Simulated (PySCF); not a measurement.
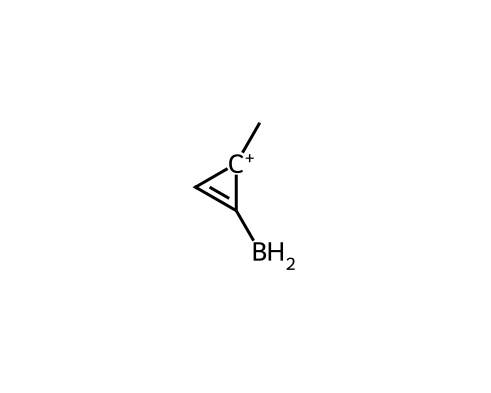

The species has charge +1 and is a spin singlet.

**Transcribe the drawing into SMILES.**

Bc1c[c+]1C

**What is the molecular formula?**

C4H6B, charge +1.

**An optimisation with GFN2-xTB gave a structure of which point group?**

Cs.

More results for the same structure follow; atom numbers are the same in all pictures, views and colours differ. The computed structure is the end point of a GFN2-xTB optimisation. No frequency run is at hand to confirm it as a minimum.

**Charges**

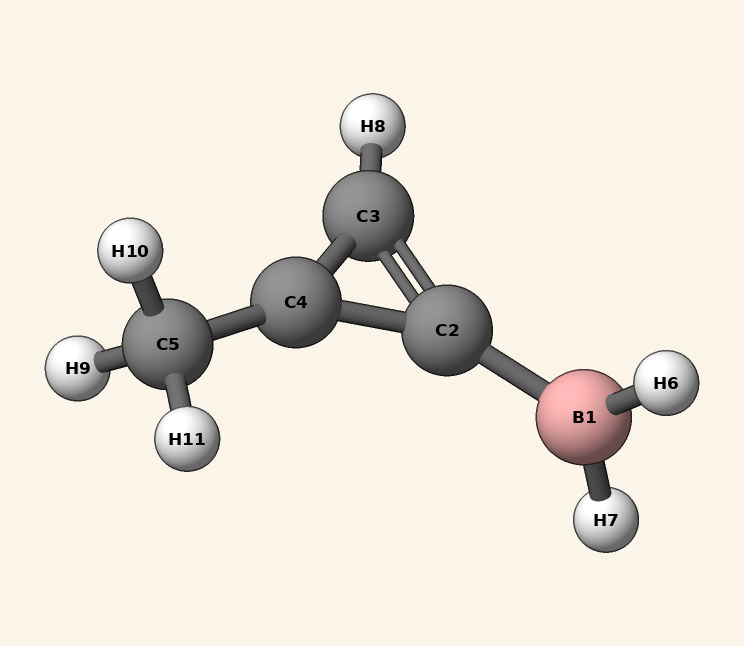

The questions are on ESP-fitted charges. No frequency run is at hand to confirm it as a minimum. Properties computed with PBE0/pcSseg-1, gas phase (PySCF 2.14.0).

**Which atom carries the highest charge (most positive or least negative)?**

B1 (0.34 e).

**And the lowest?**

C5 (−0.60 e).

Give the ESP-fitted charges atom by atom.

```tsv
atom	value (e)
B1	0.34
C2	0.05
C3	−0.07
C4	0.32
C5	−0.60
H6	−0.03
H7	−0.03
H8	0.26
H9	0.25
H10	0.25
H11	0.24
```

**Spin–spin coupling**

No frequency run is at hand to confirm it as a minimum. Method: B3LYP/pcJ-1 indirect spin-spin coupling, non-relativistic, gas phase (PySCF 2.14.0). Isotopes: 11B, 13C, 1H.

Give the spin–spin coupling constants of these pairs, with the number of bonds between them: B1/H7, B1/C2, B1/H6, B1/C3.

| pair | bonds apart | J (Hz) |
| --- | --- | --- |
| B1, H7 | 1 | 156.8 |
| B1, C2 | 1 | 79.6 |
| B1, H6 | 1 | 156.8 |
| B1, C3 | 2 | −0.7 |

**Ring current**

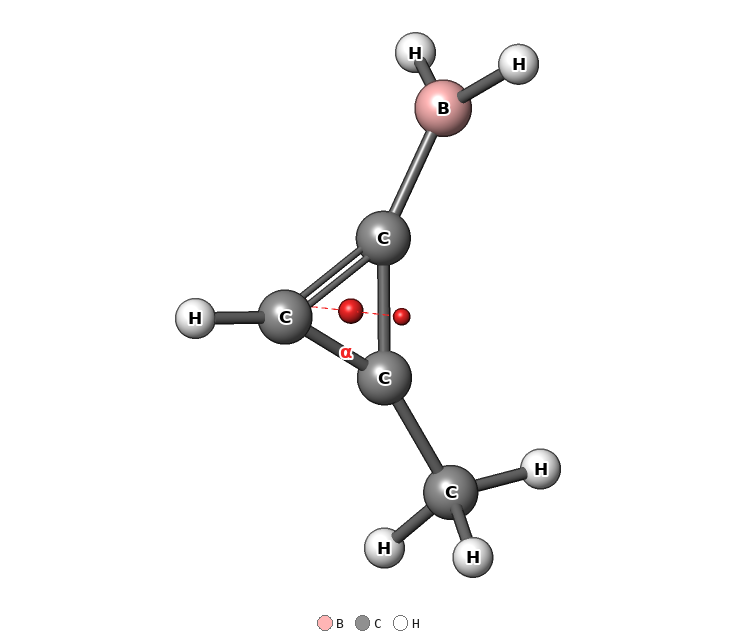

The small points mark where nucleus-independent chemical shifts (NICS) were computed: at the centre of each lettered ring and 1 Å above and below it. No frequency run is at hand to confirm it as a minimum. Level of theory: GIAO PBE0/pcSseg-1 NMR shielding, non-relativistic, gas phase (PySCF 2.14.0).

Give NICS(0), NICS(1) and the out-of-plane component NICS(1)zz for each ring (means of the two sides).

```csv
ring,members,NICS(0),NICS(1),NICS(1)zz
α,C3,−25.2,−14.1,−26.1
```

Values in ppm.

**Electronic properties**

No frequency run is at hand to confirm it as a minimum. Properties computed with PBE0/pcSseg-1, gas phase (PySCF 2.14.0).

**Give the HOMO–LUMO gap at this level.**

7.95 eV.

**What is the HOMO energy (Kohn–Sham orbital)?**

−14.95 eV.

The geometry is semi-empirical. Around B such bond lengths and angles can be off by a tenth of an ångström or more and by several degrees, and values that hang on the shape move with them.
